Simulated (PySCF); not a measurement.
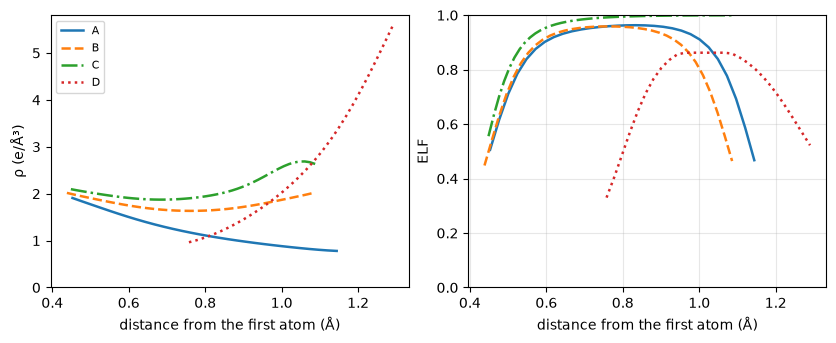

Figure. C₅H₁₄OSi₂. Electron density and ELF along straight lines between neighbouring atoms. The curves leave out the atomic cores.

Geometry: GFN2-xTB.

These are results of PySCF 2.14.0, PBE0/pcSseg-1, SCF density, gas phase, non-relativistic, not measurements.

Input file:

```
{"job": {"kind": "nmr", "xc": "PBE0", "basis": "pcSseg-1"}, "charge": 0, "multiplicity": 1}
C     -3.275792     0.270266     0.479435
C     -1.992051    -0.234121    -0.169096
C     -0.760934     0.082208     0.674429
C      0.527382    -0.409846     0.017212
C      1.752223    -0.200143     0.929108
Si     3.303729    -0.165431    -0.178454
O      2.588079     0.288633    -1.583131
Si     0.955544     0.385147    -1.671594
H     -4.139145     0.022688    -0.134000
H     -3.410900    -0.181292     1.460063
H     -3.240952     1.350490     0.602821
H     -2.059873    -1.314593    -0.315975
H     -1.874839     0.224302    -1.154164
H     -0.701374     1.163099     0.828406
H     -0.873971    -0.382724     1.659354
H      0.420956    -1.490103    -0.145174
H      1.652887     0.764741     1.433293
H      1.780474    -0.954596     1.716149
H      3.905691    -1.476271    -0.404876
H      4.262876     0.881087     0.152492
H      0.606524     1.800310    -1.765784
H      0.563055    -0.404465    -2.832145
```

Run with:

```sh
OMP_NUM_THREADS=1 python probes_run.py task.json out
```

### Which curve belongs to which contact (C–C, C–H, C–Si and Si–O)? The first atom named is at distance zero.

Curve A: C–Si (1.91 Å): ρ at the midpoint is about 0.93 e/Å³; the ELF peaks at about 0.95 between the atoms; a shared electron pair. Curve B: C–C (1.52 Å): ρ at the midpoint is about 1.6 e/Å³; the ELF peaks at about 0.95 between the atoms (a covalent bond). Curve C: C–H (1.09 Å): ρ at the midpoint is about 2 e/Å³; the ELF climbs to about 1 towards the hydrogen, as it does in any bond to H; an ordinary covalent bond to hydrogen. Curve D: Si–O (1.64 Å): the density is about 1.1 e/Å³ at the midpoint; the ELF peaks at about 0.85 between the atoms, as expected for a shared but strongly polarised pair.
